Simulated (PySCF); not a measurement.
# BF2GeH3: geometry, electronic excitations

Wanted: the electronic excitations of BF2GeH3 (`F[B](F)[GeH3]`), by calculation.

Programs: PySCF 2.14.0, with density-fitted response routines of our own. Each step states its level of theory. These are calculated values for one molecule in the gas phase, unless marked as measured. Atoms are numbered from 0 throughout.

### Step 1. The starting structure

7 atoms, charge 0, multiplicity 1; geometry from: GFN2-xTB. The atoms were then displaced at random by about 0.01 Å, so the start is not that level's minimum.

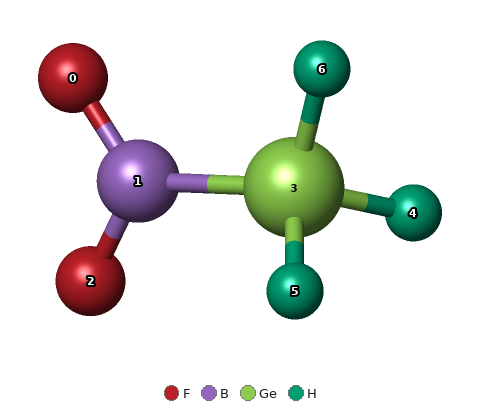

As it starts; fluorine red, boron purple, germanium green, hydrogen teal, atoms numbered.

### Step 2. Geometry optimisation at PBE0-D3(BJ)/def2-SVP

What the job is given:

```
{"job": {"xc": "PBE0", "basis": "def2-SVP", "d3": "d3bj", "grid": 1, "shake": 0.01, "kind": "geom"}, "charge": 0, "multiplicity": 1}
F      1.847690     1.222200    -0.178170
B      1.184780     0.094850    -0.149560
F      1.960500    -0.944870    -0.281840
Ge    -0.774400    -0.053420     0.082580
H     -1.202460    -0.627460     1.397720
H     -1.458440    -0.957730    -0.904770
H     -1.523720     1.237330    -0.015870
```

The run is started by

```sh
$ OMP_NUM_THREADS=1 python probes_run.py task.json out
```

The driver reads the jobs from task.json and runs them one after another.

Output:

```text
step   0  E = -2302.51911181  max force = 0.025514
step   1  E = -2302.52582544  max force = 0.009610
step   2  E = -2302.52608101  max force = 0.004296
step   3  E = -2302.52621487  max force = 0.001063
step   4  E = -2302.52624726  max force = 0.000311
step   5  E = -2302.52624826  max force = 0.000152
optimisation converged
```

Wall time 17 s (1 thread of Arm Neoverse V1, shared host); peak memory 0.35 GiB.

Step by step:

```
step  energy from step 0 (eV)  largest force component (eV/Å)
   0                   0.0000                          1.3120
   1                  -0.1827                          0.4942
   2                  -0.1896                          0.2209
   3                  -0.1933                          0.0547
   4                  -0.1942                          0.0160
   5                  -0.1942                          0.0078
```

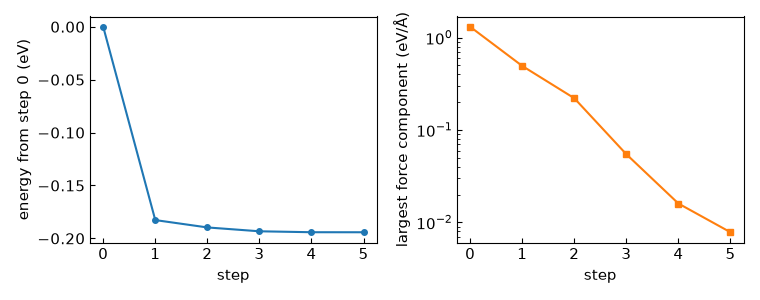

Energy and force, step by step.

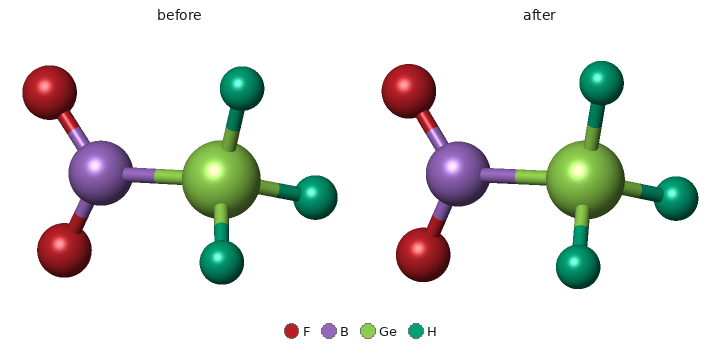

The geometry before (left) and after (right).

Distances of close pairs at the start and the end, largest changes first:

```
  bond  before (Å)  after (Å)  change (Å)
B1–Ge3       1.978      2.075      +0.096
Ge3–H4       1.497      1.540      +0.043
Ge3–H6       1.496      1.537      +0.041
Ge3–H5       1.504      1.539      +0.036
 B1–F2       1.304      1.318      +0.014
 F0–B1       1.308      1.318      +0.010
```

The end geometry stands in the next job.

```
                         at the end point                value
  point group (found at 0.08 Å tolerance)                   C1
rotational constants (GHz, main isotopes)  9.352, 2.344, 1.919
                        dipole moment (D)                 0.65
```

### Step 3. Ultraviolet spectrum: PBE0/aug-cc-pVTZ

What the job is given:

```
{"job": {"kind": "uv", "xc": "PBE0", "basis": "aug-cc-pVTZ"}, "charge": 0, "multiplicity": 1}
F      1.554546     1.040329    -0.179130
B      0.914075    -0.111355    -0.170808
F      1.646119    -1.194703    -0.335320
Ge    -1.138382    -0.260401     0.094528
H     -1.435576    -0.862374     1.480922
H     -1.733956    -1.206292    -0.963625
H     -1.823719     1.111367    -0.006695
```

Method: TDDFT PBE0/aug-cc-pVTZ, vertical, gas phase, core orbitals frozen in the response.

Output:

```text
coarse grid: 30616 points
cycle   1  E = -2303.0154337039  dE = -3.203e-01  |g| = 7.299e-01  |ddm| = 5.333e+00
cycle   2  E = -2302.9379715979  dE =  7.746e-02  |g| = 1.045e+00  |ddm| = 1.906e+00
cycle   3  E = -2303.0861105147  dE = -1.481e-01  |g| = 8.586e-02  |ddm| = 1.050e+00
cycle   4  E = -2303.0868633612  dE = -7.528e-04  |g| = 1.827e-02  |ddm| = 1.297e-01
cycle   5  E = -2303.0869014793  dE = -3.812e-05  |g| = 3.240e-03  |ddm| = 2.555e-02
cycle   6  E = -2303.0869039294  dE = -2.450e-06  |g| = 2.910e-04  |ddm| = 6.063e-03
final grid: 63576 points
cycle   7  E = -2303.0868613561  dE = -3.947e-08  |g| = 2.606e-04  |ddm| = 4.638e-03
cycle   8  E = -2303.0868613540  dE =  2.146e-09  |g| = 3.121e-04  |ddm| = 7.474e-04
cycle   9  E = -2303.0868613673  dE = -1.335e-08  |g| = 4.129e-05  |ddm| = 3.795e-04
cycle  10  E = -2303.0868613676  dE = -2.601e-10  |g| = 9.770e-06  |ddm| = 5.651e-05
converged SCF energy = -2303.0868613676

Static polarisability (au): isotropic 48.107, principal 43.753 46.995 53.572

Singlet excitations
state   eV       nm        f      main configurations
  1   6.5926    188.1   0.03586   H->L 0.96
  2   7.4465    166.5   0.00839   H-1->L 0.96
  3   7.6565    161.9   0.02200   H->L+1 0.70, H-2->L 0.28
  4   7.7633    159.7   0.13921   H-2->L 0.63, H->L+1 0.28
  5   8.3367    148.7   0.00017   H->L+3 0.77
  6   8.4968    145.9   0.13869   H-1->L+1 0.85
  7   8.5225    145.5   0.17752   H-2->L+1 0.92
  8   8.7391    141.9   0.03235   H->L+2 0.90
  9   8.8521    140.1   0.00401   H->L+4 0.79, H->L+7 0.14
 10   8.9161    139.1   0.13616   H->L+5 0.65, H->L+7 0.14

Triplet excitations (Tamm-Dancoff, eV): 5.2656 6.8551 7.1119 7.4231
```

Wall time 36 s (1 thread of Arm Neoverse V1, shared host); peak memory 0.99 GiB.

Frontier orbitals and where they lie:

```
orbital      eV                       atoms
 HOMO−3  -12.36   F0 44 %, F2 44 %, B1 10 %
 HOMO−2   -9.85  Ge3 34 %, H4 33 %, H5 17 %
 HOMO−1   -9.82  Ge3 34 %, H6 32 %, H5 22 %
   HOMO   -9.03  Ge3 29 %, B1 29 %, F2 11 %
   LUMO   -1.08  B1 43 %, Ge3 24 %, F0 11 %
 LUMO+1   -0.29   H4 24 %, H5 24 %, H6 22 %
 LUMO+2    0.44           Ge3 65 %, B1 25 %
```

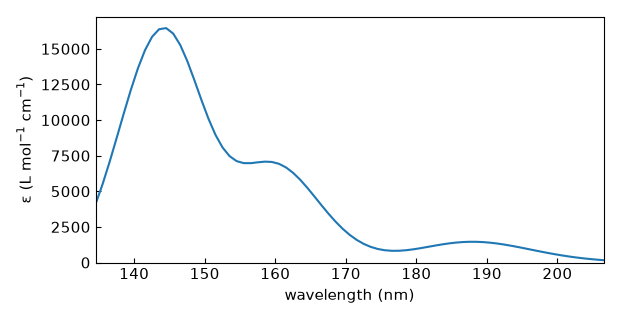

Absorption spectrum: each of the 10 states is a Gaussian band of 0.4 eV half-width at 1/e. Beyond the last state computed it falls off for lack of states.

Ground-state properties from the same run:

```
           property  computed
  dipole moment (D)      0.84
polarisability (Å³)      7.13
 HOMO–LUMO gap (eV)      7.96
      −ε(HOMO) (eV)      9.03
```

### Step 4. Ultraviolet spectrum: PBE0/def2-TZVPD

Settings changed since step 3:

```diff
@@ -1,2 +1,2 @@
-{"job": {"kind": "uv", "xc": "PBE0", "basis": "aug-cc-pVTZ"}, "charge": 0, "multiplicity": 1}
+{"job": {"kind": "uv", "xc": "PBE0", "basis": "def2-TZVPD"}, "charge": 0, "multiplicity": 1}
 F      1.554546     1.040329    -0.179130
```

Method: TDDFT PBE0/def2-TZVPD, vertical, gas phase, core orbitals frozen in the response.

Output:

```text
coarse grid: 30616 points
cycle   1  E = -2302.9769910596  dE = -3.203e-01  |g| = 8.593e-01  |ddm| = 2.175e+00
cycle   2  E = -2302.8875695174  dE =  8.942e-02  |g| = 1.198e+00  |ddm| = 1.004e+00
cycle   3  E = -2303.0575454970  dE = -1.700e-01  |g| = 9.719e-02  |ddm| = 5.689e-01
cycle   4  E = -2303.0585401296  dE = -9.946e-04  |g| = 2.268e-02  |ddm| = 5.770e-02
cycle   5  E = -2303.0585911287  dE = -5.100e-05  |g| = 3.571e-03  |ddm| = 1.618e-02
cycle   6  E = -2303.0585937030  dE = -2.574e-06  |g| = 3.552e-04  |ddm| = 3.768e-03
final grid: 63576 points
cycle   7  E = -2303.0585520453  dE = -3.258e-08  |g| = 3.983e-04  |ddm| = 1.949e-03
cycle   8  E = -2303.0585520403  dE =  5.007e-09  |g| = 5.184e-04  |ddm| = 5.971e-04
cycle   9  E = -2303.0585520662  dE = -2.581e-08  |g| = 3.489e-05  |ddm| = 2.979e-04
cycle  10  E = -2303.0585520664  dE = -2.510e-10  |g| = 1.381e-05  |ddm| = 3.302e-05
converged SCF energy = -2303.0585520664

Static polarisability (au): isotropic 47.841, principal 43.525 46.690 53.306

Singlet excitations
state   eV       nm        f      main configurations
  1   6.6008    187.8   0.03610   H->L 0.96
  2   7.4554    166.3   0.00859   H-1->L 0.96
  3   7.7207    160.6   0.00927   H-2->L 0.71, H->L+1 0.23
  4   7.8325    158.3   0.15939   H->L+1 0.76, H-2->L 0.20
  5   8.4515    146.7   0.00114   H->L+2 0.88
  6   8.6584    143.2   0.13527   H-1->L+1 0.85
  7   8.6929    142.6   0.18110   H-2->L+1 0.91
  8   9.1058    136.2   0.02665   H->L+5 0.78, H->L+4 0.17
  9   9.1551    135.4   0.00569   H->L+3 0.48, H->L+4 0.41
 10   9.2061    134.7   0.08049   H-2->L+2 0.49, H->L+4 0.12, H-1->L+2 0.09

Triplet excitations (Tamm-Dancoff, eV): 5.2653 6.8692 7.1248 7.5125
```

Run time: 22 s. Hardware: 1 thread of Arm Neoverse V1, shared host; peak memory 0.75 GiB.

In short: HOMO -9.03 eV, LUMO -1.06 eV; lowest singlet 6.60 eV.

### Step 5. Comparing the runs: electronic excitations

Excitations and ground-state properties, with basis size and wall time:

```
             run  lowest singlet (eV)  brightest (eV)      f  gap (eV)  α (Å³)  μ (D)  functions  time
PBE0/aug-cc-pVTZ                 6.59            8.52  0.178      7.96    7.13   0.84        266  36 s
 PBE0/def2-TZVPD                 6.60            8.69  0.181      7.97    7.09   0.84        198  22 s
```

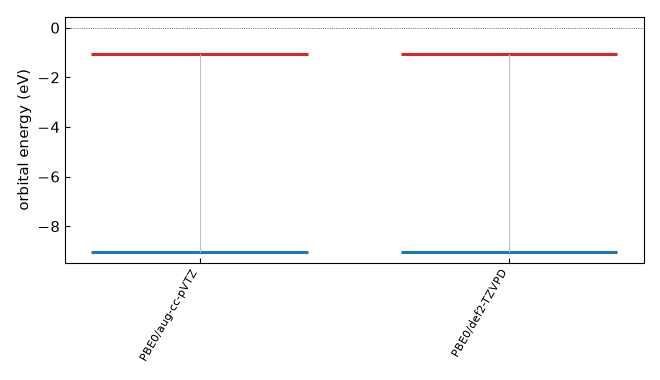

HOMO (blue) and LUMO (red) run by run.

### Step 6. What came out

| quantity | value |
| --- | --- |
| point group | C1 |
| rotational constants (main isotopes) | 9.35, 2.34, 1.92 GHz |
| lowest singlet (PBE0/aug-cc-pVTZ) | 6.59 eV (188 nm), f = 0.036 |
| brightest single state of those computed | state 7, 8.52 eV, f = 0.178 |
| lowest triplet | 5.27 eV |
| range of the lowest singlet | 6.59 to 6.60 eV |

What this shows: The optimisation took 5 steps and gained 0.194 eV; among the close pairs (by a distance rule), B1–Ge3 changed most, from 1.978 to 2.075 Å. The lowest singlet, at 6.59 eV, is HOMO→LUMO 0.96 and is weak; of the 10 states computed, the strongest absorption comes from states 6 to 7 together at 8.52 eV (the last state computed is bright too, and its partners may lie past the list). The lowest triplet lies 1.33 eV below the lowest singlet (triplets in Tamm-Dancoff, singlets in full TDDFT).
